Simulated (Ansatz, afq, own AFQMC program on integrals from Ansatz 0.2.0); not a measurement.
# CH2B+ (triplet): AFQMC on the coupled-cluster ladder, cc-pVDZ

How near does AFQMC come to the top of the ladder for CH2B+ (triplet)?

Program: Ansatz 0.2.0, Gaussian basis, and an in-house AFQMC program (afq) on its integrals; all values are calculated. Level of theory: cc-pVDZ, frozen cores. These are calculated values, not measurements.

To be run: PBE (unrestricted); r2SCAN (unrestricted); PBE0 (unrestricted); B3LYP (unrestricted); wB97M-V (unrestricted); B2PLYP (unrestricted); CCSD(T) on UHF; CCSDT(Q) on UHF; Phaseless AFQMC, CISD trial on UHF; Phaseless AFQMC, single-determinant trial on UHF; Free-projection AFQMC, CISD trial on UHF.

**1. What is computed**

The geometry is a PBE0/def2-TZVP stationary point (not a proven minimum) of the parent state, kept for this charge and spin.

4 atoms, charge 1, spin multiplicity 3.

Atoms are counted from 1 here; the program's logs count them from 0.

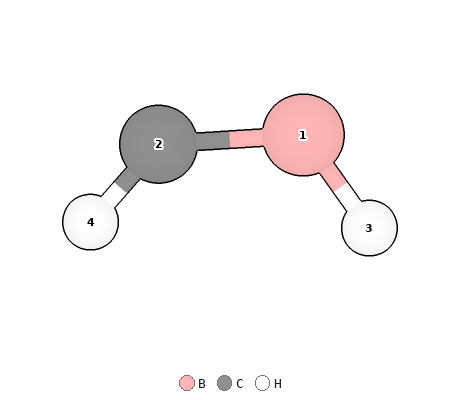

The structure; boron pink, carbon grey, hydrogen white; atoms are numbered from 1 in the order of the file.

**2. PBE (unrestricted)**

Input file in.yaml:

```yaml
crystal:
  periodic: [false, false, false]
  atoms:
    - {symbol: B, position_ang: [0.000000, -0.104832, 0.802428]}
    - {symbol: C, position_ang: [0.000000, -0.044574, -0.723222]}
    - {symbol: H, position_ang: [0.000000, 0.894880, 1.472485]}
    - {symbol: H, position_ang: [0.000000, 0.760676, -1.461216]}
basis:
  gaussian: {orbitals: cc-pVDZ}
total_charge: 1
magnetization: {spin_polarized: true, initial_magnetization: 2}
hamiltonian: {xc: {name: PBE}}
output: {orbitals: {seedname: orbitals}}
```

Run with:

```
> ansatz run in.yaml --threads 1 --pin off --events-out ev --progress --plain --max-ram 1382MiB
```

Standard output:

```text
Functional definition: PBE
  name "PBE"
  cite "Perdew, Burke & Ernzerhof, Phys. Rev. Lett. 77, 3865 (1996) doi:10.1103/PhysRevLett.77.3865"
  parent pbe
  parameter kappa = 0.804
  parameter beta = 0.06672455060314922
  exchange = pbe_x(kappa = kappa, mu = beta*pi^2/3)
  correlation = pbe_c(beta = beta)
450 factors; their error is unknown
mean field evaluation 1: about -1722.9789 eV, gradient 3.0e1 eV
mean field evaluation 2: about -1701.3707 eV, gradient 5.6e1 eV
mean field evaluation 4: about -1728.4932 eV, gradient 4.0e0 eV
mean field evaluation 8: about -1728.5921 eV, gradient 1.0e-1 eV
mean field evaluation 16: about -1728.5922 eV, gradient 7.4e-5 eV
mean field -1728.59220072 eV, -63.5245916946 hartree, gradient 7.4e-5 eV, S^2 2.017967; 0 other end points of the search recorded, 0 dependent functions left out
reference -1728.59222772 eV, -63.5245926870 hartree; 7, 5 occupied and 31, 33 virtual orbitals, 450 factors
Total energy: -1728.59222772 eV, -63.5245926870 hartree
```

Run time: 2.7 s. Hardware: 1 thread of AMD EPYC (Zen 3), shared host.

From the report: ⟨S²⟩ of the determinant 2.018 (pure triplet: 2.00).

**3. r2SCAN (unrestricted)**

Changes to in.yaml since step 2:

```diff
@@ -11,3 +11,2 @@
 magnetization: {spin_polarized: true, initial_magnetization: 2}
-hamiltonian: {xc: {name: PBE}}
-output: {orbitals: {seedname: orbitals}}
+hamiltonian: {xc: {name: r2SCAN}}
```

Launched as before.

Standard output:

```text
Functional definition: r2SCAN
  name "r2SCAN"
  cite "Furness, Kaplan, Ning, Perdew & Sun, J. Phys. Chem. Lett. 11, 8208 (2020) doi:10.1021/acs.jpclett.0c02405"
  cite "Furness, Kaplan, Ning, Perdew & Sun, J. Phys. Chem. Lett. 11, 9248 (2020) doi:10.1021/acs.jpclett.0c03077"
  parent r2scan
  parameter k0 = 0.174
  parameter k1 = 0.065
  parameter a1 = 4.9479
  exchange = r2scan_x(k0 = k0, k1 = k1, a1 = a1)
  correlation = r2scan_c
450 factors; their error is unknown
mean field evaluation 1: about -1725.8198 eV, gradient 2.6e1 eV
mean field evaluation 2: about -1712.5359 eV, gradient 4.6e1 eV
mean field evaluation 4: about -1730.2027 eV, gradient 1.9e0 eV
mean field evaluation 8: about -1730.2359 eV, gradient 6.5e-2 eV
mean field evaluation 16: about -1730.2155 eV, gradient 1.2e-4 eV
mean field -1730.21554005 eV, -63.5842483145 hartree, gradient 3.0e-5 eV, S^2 2.035689; 0 other end points of the search recorded, 0 dependent functions left out
reference -1730.21554872 eV, -63.5842486331 hartree; 7, 5 occupied and 31, 33 virtual orbitals, 450 factors
Total energy: -1730.21554872 eV, -63.5842486331 hartree
```

Run time: 4.3 s. Hardware: 1 thread of AMD EPYC (Zen 3), shared host.

From the report: ⟨S²⟩ of the determinant 2.036 (pure triplet: 2.00).

**4. PBE0 (unrestricted)**

Changes to in.yaml since step 3:

```diff
@@ -11,2 +11,3 @@
 magnetization: {spin_polarized: true, initial_magnetization: 2}
-hamiltonian: {xc: {name: r2SCAN}}
+hamiltonian: {xc: {name: PBE0}}
+output: {orbitals: {seedname: orbitals}}
```

Launched as before.

Standard output:

```text
Functional definition: PBE0
  name "PBE0"
  cite "Adamo & Barone, J. Chem. Phys. 110, 6158 (1999) doi:10.1063/1.478522"
  cite "Perdew, Burke & Ernzerhof, Phys. Rev. Lett. 77, 3865 (1996) doi:10.1103/PhysRevLett.77.3865"
  parent pbe
  parameter a = 0.25
  parameter kappa = 0.804
  parameter beta = 0.06672455060314922
  exchange = (1 - a)*pbe_x(kappa = kappa, mu = beta*pi^2/3) + a*exact_x
  correlation = pbe_c(beta = beta)
352 factors; integrals over basis functions are off by at most 1.0e-3 eV
mean field evaluation 1: about -1725.3941 eV, gradient 2.4e1 eV
mean field evaluation 2: about -1719.9681 eV, gradient 3.5e1 eV
mean field evaluation 4: about -1728.9141 eV, gradient 9.0e-1 eV
mean field evaluation 8: about -1728.9230 eV, gradient 2.3e-2 eV
mean field -1728.92306201 eV, -63.5367506225 hartree, gradient 8.4e-5 eV, S^2 2.021825; 0 other end points of the search recorded, 0 dependent functions left out
reference -1728.92308256 eV, -63.5367513778 hartree; 7, 5 occupied and 31, 33 virtual orbitals, 352 factors
Total energy: -1728.92308256 eV, -63.5367513778 hartree
```

It took 2.5 s on 1 thread of AMD EPYC (Zen 3), shared host.

From the report: ⟨S²⟩ of the determinant 2.022 (pure triplet: 2.00).

**5. B3LYP (unrestricted)**

Changes to in.yaml since step 4:

```diff
@@ -11,3 +11,2 @@
 magnetization: {spin_polarized: true, initial_magnetization: 2}
-hamiltonian: {xc: {name: PBE0}}
-output: {orbitals: {seedname: orbitals}}
+hamiltonian: {xc: {name: B3LYP}}
```

Same command.

Standard output, shortened:

```text
Functional definition: B3LYP
  name "B3LYP"
  cite "Stephens, Devlin, Chabalowski & Frisch, J. Phys. Chem. 98, 11623 (1994) doi:10.1021/j100096a001"
  cite "Becke, Phys. Rev. A 38, 3098 (1988) doi:10.1103/PhysRevA.38.3098"
  cite "Lee, Yang & Parr, Phys. Rev. B 37, 785 (1988) doi:10.1103/PhysRevB.37.785"
  cite "Vosko, Wilk & Nusair, Can. J. Phys. 58, 1200 (1980) doi:10.1139/p80-159"
[...]
352 factors; integrals over basis functions are off by at most 1.0e-3 eV
[...]
mean field -1731.42496718 eV, -63.6286939421 hartree, gradient 3.7e-5 eV, S^2 2.016697; 0 other end points of the search recorded, 0 dependent functions left out
reference -1731.42513956 eV, -63.6287002768 hartree; 7, 5 occupied and 31, 33 virtual orbitals, 352 factors
Total energy: -1731.42513956 eV, -63.6287002768 hartree
```

Run time: 2.1 s. Hardware: 1 thread of AMD EPYC (Zen 3), shared host.

From the report: ⟨S²⟩ of the determinant 2.017 (pure triplet: 2.00).

**6. wB97M-V (unrestricted)**

Changes to in.yaml since step 5:

```diff
@@ -11,2 +11,3 @@
 magnetization: {spin_polarized: true, initial_magnetization: 2}
-hamiltonian: {xc: {name: B3LYP}}
+hamiltonian: {xc: {name: wB97M-V}}
+output: {orbitals: {seedname: orbitals}}
```

Same command.

Standard output, shortened:

```text
Functional definition: wB97M-V
  name "wB97M-V"
  cite "Mardirossian & Head-Gordon, J. Chem. Phys. 144, 214110 (2016) doi:10.1063/1.4952647"
  cite "Becke, J. Chem. Phys. 107, 8554 (1997) doi:10.1063/1.475007"
  cite "Vydrov & Van Voorhis, J. Chem. Phys. 133, 244103 (2010) doi:10.1063/1.3521275"
  # Of w^i u^j: cxij and so on, Table III.
[...]
  gx(w, u) = 1 - cx + cx01*u + cx10*w
  gss(w, u) = css00 + css04*u^4 + css10*w + css20*w^2 + css43*w^4*u^3
  gos(w, u) = cos00 + cos10*w + (cos20 + cos21*u)*w^2 + (cos60 + cos61*u)*w^6
[...]
      + integral(e_c_pw_mod_opposite_spin*gos(b97_w_opposite, b97_u_opposite)) + vv10(b, c)
352 factors; integrals over basis functions are off by at most 1.0e-3 eV
125 factors; integrals over basis functions are off by at most 6.1e-6 eV
[...]
mean field -1730.37014087 eV, -63.5899297898 hartree, gradient 2.9e-5 eV, S^2 2.011797; 0 other end points of the search recorded, 0 dependent functions left out
reference -1730.37016997 eV, -63.5899308594 hartree; 7, 5 occupied and 31, 33 virtual orbitals, 352 factors
Total energy: -1730.37016997 eV, -63.5899308594 hartree
```

It took 6 s on 1 thread of AMD EPYC (Zen 3), shared host.

From the report: ⟨S²⟩ of the determinant 2.012 (pure triplet: 2.00).

**7. B2PLYP (unrestricted)**

Changes to in.yaml since step 6:

```diff
@@ -11,3 +11,3 @@
 magnetization: {spin_polarized: true, initial_magnetization: 2}
-hamiltonian: {xc: {name: wB97M-V}}
-output: {orbitals: {seedname: orbitals}}
+hamiltonian: {xc: {name: B2PLYP}}
+correlation: {electrons: outside_noble_gas}
```

The command is unchanged.

Standard output, shortened:

```text
Functional definition: B2PLYP
  name "B2PLYP"
  cite "Grimme, J. Chem. Phys. 124, 034108 (2006) doi:10.1063/1.2148954"
  cite "Becke, Phys. Rev. A 38, 3098 (1988) doi:10.1103/PhysRevA.38.3098"
  cite "Lee, Yang & Parr, Phys. Rev. B 37, 785 (1988) doi:10.1103/PhysRevB.37.785"
[...]
352 factors; integrals over basis functions are off by at most 1.0e-3 eV
[...]
mean field -1727.94764272 eV, -63.5009046249 hartree, gradient 2.7e-6 eV, S^2 2.024093; 0 other end points of the search recorded, 0 dependent functions left out
2 core orbitals not correlated: weight in the atoms' cores, before any rotation towards them, 1.000 or more for the frozen orbitals, at most 0.000 for the correlated occupied ones
reference -1727.94775281 eV, -63.5009086708 hartree; 5, 3 occupied and 31, 33 virtual orbitals, 352 factors
second order -4.86447569 eV of doubles, -0.00000000 eV of singles
Total energy: -1729.26116125 eV, -63.5491755406 hartree
```

Run time: 2.8 s. Hardware: 1 thread of AMD EPYC (Zen 3), shared host.

From the report: ⟨S²⟩ of the determinant 2.024 (pure triplet: 2.00).

**8. CCSD(T) on UHF**

Changes to in.yaml since step 7:

```diff
@@ -11,3 +11,2 @@
 magnetization: {spin_polarized: true, initial_magnetization: 2}
-hamiltonian: {xc: {name: B2PLYP}}
-correlation: {electrons: outside_noble_gas}
+correlation: {method: ccsd_t, electrons: outside_noble_gas, hamiltonian_folder: ham}
```

Same command.

Standard output, shortened:

```text
Functional definition: HF
  name "HF"
  cite "Fock, Z. Phys. 61, 126 (1930) doi:10.1007/BF01340294"
  parent pbe
[...]
352 factors; integrals over basis functions are off by at most 1.0e-3 eV
[...]
mean field -1721.31523993 eV, -63.2571683181 hartree, gradient 1.7e-6 eV, S^2 2.039453; 1 other end points of the search recorded, 0 dependent functions left out
determinant -1721.31523993 eV, -63.2571683181 hartree, with singles and doubles -1725.92312181 eV, -63.4265048539 hartree
determinant -1719.09778834 eV, -63.1756784752 hartree, with singles and doubles -1723.17681939 eV, -63.3255801015 hartree
2 core orbitals not correlated: weight in the atoms' cores, before any rotation towards them, 1.000 or more for the frozen orbitals, at most 0.000 for the correlated occupied ones
reference -1721.31523993 eV, -63.2571683181 hartree; 5, 3 occupied and 31, 33 virtual orbitals, 352 factors
second order -3.73036490 eV of doubles, -0.00000000 eV of singles
cycle   1  -4.60872513 eV  change   -8.4e-4 eV  update   2.8e-3
[...]
cycle   9  -4.61232242 eV  change    2.2e-6 eV  update   2.9e-6
perturbative correction -0.13629749 eV, -0.0050088403 hartree
Total energy: -1726.06385984 eV, -63.4316768810 hartree
```

Run time: 4.8 s. Hardware: 1 thread of AMD EPYC (Zen 3), shared host.

From the report: ⟨S²⟩ of the determinant 2.039 (pure triplet: 2.00); correlation -4.7486 eV; T1 0.035; largest double amplitude 0.05.

This run also writes the integrals to the folder ham.

**9. CCSDT(Q) on UHF**

Changes to in.yaml since step 8:

```diff
@@ -11,2 +11,2 @@
 magnetization: {spin_polarized: true, initial_magnetization: 2}
-correlation: {method: ccsd_t, electrons: outside_noble_gas, hamiltonian_folder: ham}
+correlation: {method: ccsdt_q, electrons: outside_noble_gas}
```

The command is unchanged.

Standard output, shortened:

```text
Functional definition: HF
  name "HF"
  cite "Fock, Z. Phys. 61, 126 (1930) doi:10.1007/BF01340294"
  parent pbe
[...]
695 factors; integrals over basis functions are off by at most 2.4e-7 eV
[...]
mean field -1721.31525198 eV, -63.2571687609 hartree, gradient 1.7e-6 eV, S^2 2.039453; 1 other end points of the search recorded, 0 dependent functions left out
determinant -1721.31525198 eV, -63.2571687609 hartree, with singles and doubles -1725.92312289 eV, -63.4265048935 hartree
determinant -1719.09779791 eV, -63.1756788269 hartree, with singles and doubles -1723.17682225 eV, -63.3255802063 hartree
2 core orbitals not correlated: weight in the atoms' cores, before any rotation towards them, 1.000 or more for the frozen orbitals, at most 0.000 for the correlated occupied ones
reference -1721.31525198 eV, -63.2571687609 hartree; 5, 3 occupied and 31, 33 virtual orbitals, 695 factors
second order -3.73037235 eV of doubles, -0.00000000 eV of singles
cycle   1  -4.31115227 eV  change   -5.8e-1 eV  update   7.3e-2
[...]
cycle  21  -4.78490749 eV  change   -1.2e-7 eV  update   3.3e-7
perturbative correction -0.00831213 eV, -0.0003054651 hartree
Total energy: -1726.10847159 eV, -63.4333163327 hartree
```

It took 36 s on 1 thread of AMD EPYC (Zen 3), shared host.

From the report: ⟨S²⟩ of the determinant 2.039 (pure triplet: 2.00); correlation -4.7932 eV; T1 0.038; largest double amplitude 0.07.

**10. Phaseless AFQMC, CISD trial on UHF**

It reads the integrals that the CCSD(T) run on this determinant wrote.

Run with:

```
> afq ham --method phaseless --trial cisd --walkers 60 --populations 1 --least-time 40 --time-step 0.005 --steps-per-block 50 --equilibration-blocks 28 --max-blocks 300 --target-error 0.00034 --factor-cut 1e-05 --start spin_pure --seed 8027 --release-times 0.24,0.51,0.99,1.62,2.4 --release-step 0.03 --release-every 4 --taylor-order 6
```

Standard output:

```text
orbitals 36  electrons 5 3  factors 278 of 352
reference energy -63.25716832 Eh
CCSD correlation -0.16949965 Eh in 13 cycles, weight of the determinant in the CISD state 0.8964
energy of the start -63.425978 Eh
 block  time / (1/Eh)  mean weight  energy / Eh
     1     0.250  0.9996  -63.425044
     2     0.500  1.0006  -63.426424
     3     0.750  1.0012  -63.430044
     4     1.000  0.9990  -63.431571
     5     1.250  0.9995  -63.430199
     6     1.500  0.9997  -63.428725
     7     1.750  0.9997  -63.434341
     8     2.000  1.0000  -63.434150
     9     2.250  0.9994  -63.433339
    10     2.500  0.9998  -63.432236
    17     4.250  0.9996  -63.429851
    25     6.250  0.9984  -63.431000
    33     8.250  1.0006  -63.427480
    41    10.250  1.0010  -63.428914
    49    12.250  0.9997  -63.430687
    57    14.250  1.0034  -63.430943
    65    16.250  1.0004  -63.434737
    73    18.250  0.9993  -63.434659
    81    20.250  0.9996  -63.436228
    89    22.250  0.9999  -63.437742
    97    24.250  0.9994  -63.434670
   105    26.250  0.9996  -63.435079
   113    28.250  1.0000  -63.430236
   121    30.250  1.0000  -63.436478
   129    32.250  0.9994  -63.431223
   137    34.250  0.9984  -63.429228
   145    36.250  1.0004  -63.426541
   153    38.250  1.0018  -63.437690
   161    40.250  0.9995  -63.433989
   169    42.250  1.0003  -63.436139
   177    44.250  1.0006  -63.437472
   185    46.250  0.9996  -63.431998
   193    48.250  1.0014  -63.434132
   201    50.250  1.0012  -63.431223
   209    52.250  0.9992  -63.430821
   217    54.250  0.9995  -63.427098
   225    56.250  1.0010  -63.430094
   233    58.250  0.9999  -63.433708
   241    60.250  0.9998  -63.428411
   249    62.250  1.0002  -63.432900
   257    64.250  0.9990  -63.430205
   265    66.250  0.9996  -63.427270
   273    68.250  0.9990  -63.429466
   281    70.250  0.9992  -63.436577
   289    72.250  1.0005  -63.429595
   297    74.250  1.0012  -63.427550
   305    76.250  1.0001  -63.428903
   313    78.250  1.0011  -63.431469
   321    80.250  1.0020  -63.436612
blocks merged  error / Eh  count
     1  0.000207  300
     2  0.000250  150
     4  0.000304  75
     8  0.000384  37
    16  0.000385  18
    32  0.000347  9
released: time / (1/Eh)  energy / Eh  error  mean overlap
  0.24  -63.432373  0.000328  0.9953
  0.51  -63.433164  0.000287  0.9915
  0.99  -63.433174  0.000397  0.9924
  1.62  -63.433192  0.000380  0.9885
  2.40  -63.433341  0.000699  0.9607
energy -63.432289 +/- 0.000385 Eh
```

Run time: 14 min. Hardware: 1 thread of AMD EPYC (Zen 3), shared host.

Energy -1726.0805 ± 0.0105 eV. Caveats: constraint bias not in the error.

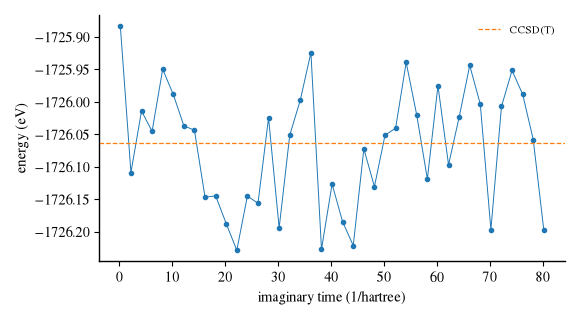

Block energies along the walk.

**11. Phaseless AFQMC, single-determinant trial on UHF**

It reads the integrals that the CCSD(T) run on this determinant wrote.

Run with:

```
> afq ham --method phaseless --trial hf --walkers 120 --populations 1 --least-time 40 --time-step 0.005 --steps-per-block 20 --equilibration-blocks 112 --max-blocks 600 --target-error 0.00102 --factor-cut 1e-05 --start spin_pure --seed 569 --taylor-order 6
```

Standard output:

```text
orbitals 36  electrons 5 3  factors 278 of 352
reference energy -63.25716832 Eh
CCSD correlation -0.16949965 Eh in 13 cycles, weight of the determinant in the CISD state 0.8964
energy of the start -63.257927 Eh
 block  time / (1/Eh)  mean weight  energy / Eh
     1     0.100  1.0006  -63.290962
     2     0.200  1.0015  -63.319455
     3     0.300  1.0010  -63.340172
     4     0.400  1.0010  -63.360326
     5     0.500  1.0028  -63.369677
     6     0.600  1.0007  -63.378549
     7     0.700  1.0009  -63.398582
     8     0.800  0.9990  -63.402955
     9     0.900  1.0011  -63.402885
    10     1.000  1.0005  -63.404168
    18     1.800  1.0008  -63.422365
    35     3.500  0.9998  -63.414264
    52     5.200  1.0004  -63.428889
    69     6.900  0.9998  -63.410966
    86     8.600  0.9989  -63.401783
   103    10.300  1.0015  -63.408626
   120    12.000  0.9992  -63.435490
   137    13.700  1.0005  -63.441474
   154    15.400  1.0014  -63.435088
   171    17.100  0.9998  -63.429071
   188    18.800  1.0004  -63.447103
   205    20.500  0.9988  -63.422328
   222    22.200  0.9985  -63.427577
   239    23.900  0.9996  -63.420449
   256    25.600  0.9984  -63.442840
   273    27.300  0.9997  -63.446177
   290    29.000  0.9987  -63.451667
   307    30.700  0.9997  -63.411682
   324    32.400  0.9998  -63.451489
   341    34.100  0.9987  -63.444805
   358    35.800  0.9992  -63.444864
   375    37.500  0.9990  -63.451796
   392    39.200  1.0000  -63.424117
   409    40.900  1.0007  -63.444690
   426    42.600  0.9992  -63.420596
   443    44.300  0.9998  -63.427489
   460    46.000  1.0021  -63.435128
   477    47.700  0.9994  -63.446876
   494    49.400  1.0014  -63.428222
   511    51.100  0.9984  -63.437776
   528    52.800  1.0000  -63.430779
   545    54.500  0.9986  -63.455682
   562    56.200  1.0021  -63.439373
   579    57.900  1.0001  -63.425944
   596    59.600  1.0008  -63.440478
   613    61.300  0.9983  -63.464651
   630    63.000  0.9994  -63.405715
   647    64.700  1.0012  -63.418755
   664    66.400  1.0019  -63.419496
   681    68.100  1.0009  -63.438024
   698    69.800  1.0011  -63.433464
blocks merged  error / Eh  count
     1  0.000641  600
     2  0.000850  300
     4  0.001086  150
     8  0.001351  75
    16  0.001413  37
    32  0.001646  18
    64  0.001495  9
energy -63.436022 +/- 0.001646 Eh
```

It took 8.2 min on 1 thread of AMD EPYC (Zen 3), shared host.

Energy -1726.1821 ± 0.0448 eV. Caveats: constraint bias not in the error; error above the target.

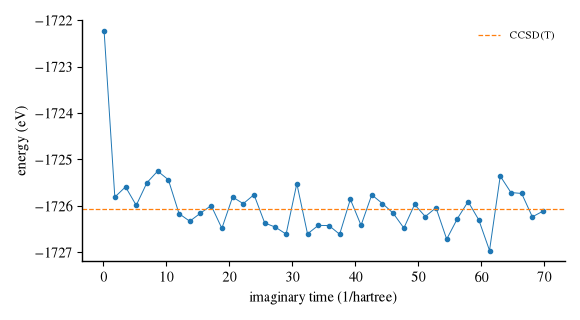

Block energies along the walk.

**12. Free-projection AFQMC, CISD trial on UHF**

It reads the integrals that the CCSD(T) run on this determinant wrote.

Run with:

```
> afq ham --method free --trial cisd --walkers 60 --time-step 0.03 --max-blocks 80 --target-error 0.00034 --factor-cut 1e-05 --seed 3060 --times 0,0.3,0.6,1.2,1.8,2.4,3.6,4.8,6 --taylor-order 8
```

Standard output:

```text
orbitals 36  electrons 5 3  factors 278 of 352
reference energy -63.25716832 Eh
CCSD correlation -0.16949965 Eh in 13 cycles, weight of the determinant in the CISD state 0.8964
repeat  energy at the last time / Eh  error
    10  -63.434345  0.003411
    20  -63.434691  0.002470
    30  -63.434488  0.001905
    40  -63.434619  0.001473
    50  -63.434497  0.001202
    60  -63.433955  0.001017
    70  -63.433531  0.000902
    80  -63.432840  0.000928
time / (1/Eh)  energy / Eh  error  mean overlap
  0.00  -63.426704  0.000105  1.1153
  0.30  -63.430016  0.000134  1.1148
  0.60  -63.431368  0.000139  1.1152
  1.20  -63.432624  0.000207  1.1173
  1.80  -63.432657  0.000241  1.1208
  2.40  -63.432759  0.000272  1.1051
  3.60  -63.433440  0.000411  1.1270
  4.80  -63.432700  0.000519  1.1471
  6.00  -63.432840  0.000928  1.1870
energy -63.432840 +/- 0.000928 Eh
```

Run time: 9.3 min. Hardware: 1 thread of AMD EPYC (Zen 3), shared host.

Energy -1726.0955 ± 0.0252 eV. Caveats: remainder of the start not in the error; error above the target.

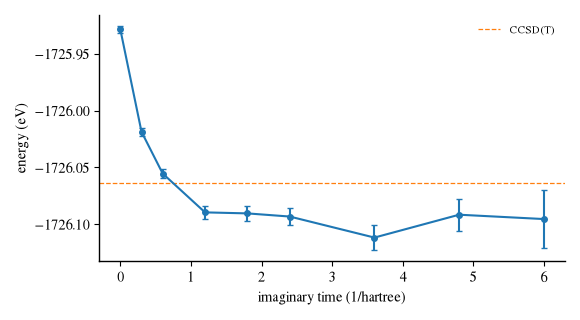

Energy against projection time, with error bars.

**13. All levels side by side**

On the UHF determinant, counted from CCSDT(Q) (a yardstick, not exact):

| level | energy (eV) | from CCSDT(Q) (kJ/mol) | statistical error (kJ/mol) | time |
| --- | --- | --- | --- | --- |
| HF | -1721.3152 | +462.5 |  |  |
| MP2 | -1725.0456 | +102.6 |  |  |
| CCSD | -1725.9276 | +17.5 |  |  |
| CCSD(T) | -1726.0639 | +4.3 |  |  |
| CCSDT | -1726.1001 | +0.8 |  |  |
| CCSDT(Q) | -1726.1085 | 0.0 |  |  |
| Phaseless AFQMC, CISD trial, step 0.005, 60 walkers | -1726.0805 | +2.7 | 1.0 | 14 min |
| Phaseless AFQMC, single-determinant trial, step 0.005, 120 walkers | -1726.1821 | -7.1 | 4.3 | 8.2 min |
| Free-projection AFQMC, CISD trial, step 0.03, 60 walkers | -1726.0955 | +1.2 | 2.4 | 9.3 min |

The functionals' totals stand on their own zeros and serve differences with other points: PBE -1728.592 eV; r2SCAN -1730.216 eV; PBE0 -1728.923 eV; B3LYP -1731.425 eV; wB97M-V -1730.370 eV; B2PLYP -1729.261 eV.

**14. Results**

| quantity | value |
| --- | --- |
| CCSD(T) on UHF from CCSDT(Q) | +4.3 kJ/mol |
| Phaseless AFQMC, CISD trial on UHF from CCSDT(Q) | +2.7 ± 1.0 kJ/mol |
| Phaseless AFQMC, single-determinant trial on UHF from CCSDT(Q) | -7.1 ± 4.3 kJ/mol |
| Free-projection AFQMC, CISD trial on UHF from CCSDT(Q) | +1.2 ± 2.4 kJ/mol |

In words: On UHF the phaseless walk with the CISD trial lies +2.7 kJ/mol from CCSDT(Q), within three error bars. Free projection has no constraint; it gives +1.2 ± 2.4 kJ/mol. Error bars are statistical and leave out the constraint, the time step and what remains of the start.
